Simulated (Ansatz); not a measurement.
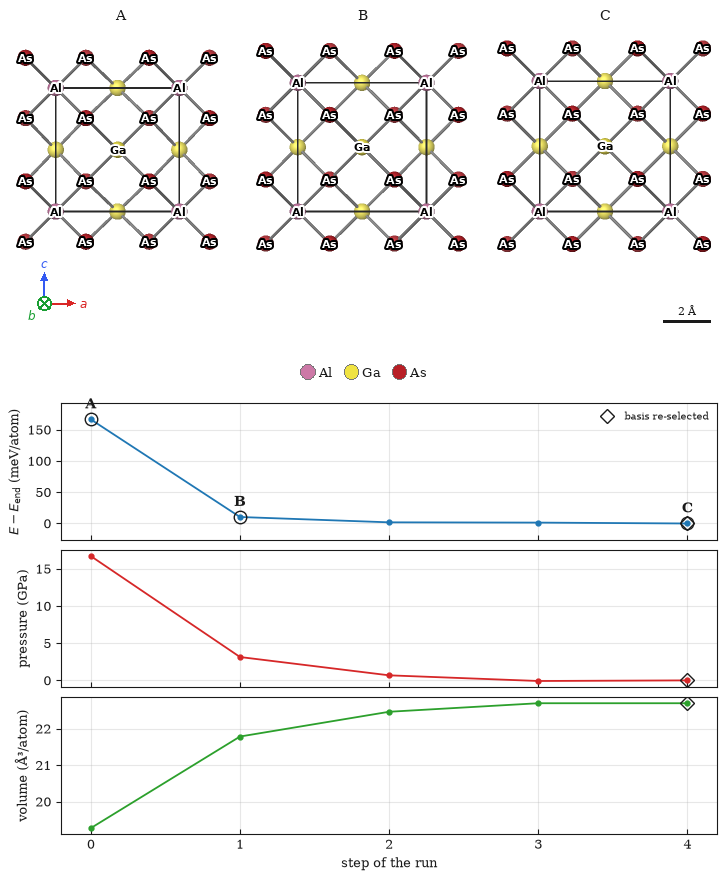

Frames of a relaxation of a crystal of AlGa$_{3}$As$_{4}$ (a generated structure, set up in P-43m) (coarse preliminary run), marked on the history of the run. The picture is a ball-and-stick view of the cell of the calculation, seen along the b axis.

Computed with Ansatz, DFT PBEsol, scalar-relativistic, plane waves, PAW. Set-up: plane-wave cutoff 420 eV; k-point mesh 4 × 4 × 4; occupations gaussian; smearing width 0.1 eV; no spin polarisation; cell and atoms relaxed; force threshold 0.05 eV/Å; at most 80 steps.

**What happens along the run?**

Over 3 accepted moves (4 points after the start) the energy falls by 167 meV per atom. The largest force component goes from 0.61 to 0.0027 eV/Å. Pressure: 16.71 GPa at the start and 0.01 GPa at the end. At 1 point the geometry stayed and the basis and grid were re-selected for the new cell (energy shift of 1.4 meV per atom at most each time). The largest moves relative to the cell, 0.056 Å, are those of As atoms. Ga and Al stay in place. Cell: a = b = c 5.363 → 5.663 Å (+5.6 %). Volume +17.8 %. Among the contacts that change: Al–As 2.269 → 2.452 Å, As–Ga 2.340 → 2.452 Å. Among the angles between lasting bonds that change: As–Ga–As 111.9° → 109.5°. The space group stays P-43m (No. 215). Cost: 12 s on 4 threads of Arm Neoverse V2 (shared host), peak memory 0.58 GiB. From step 0 to 1: As atoms move most (0.04 Å), volume +13.0 %, energy −156 meV per atom. From step 1 to 4: volume +4.2 %, energy −10.4 meV per atom.

| step | E − E(0), meV/atom | largest force component, eV/Å | pressure, GPa | volume, Å³/atom | note |
| --- | --- | --- | --- | --- | --- |
| 0 | 0.00 | 0.6088 | 16.71 | 19.276 |  |
| 1 | -156.13 | 0.1210 | 3.15 | 21.785 |  |
| 2 | -164.65 | 0.0270 | 0.69 | 22.464 |  |
| 3 | -165.09 | 0.0026 | -0.07 | 22.698 |  |
| 4 | -166.51 | 0.0027 | 0.01 | 22.698 | same geometry, new basis |
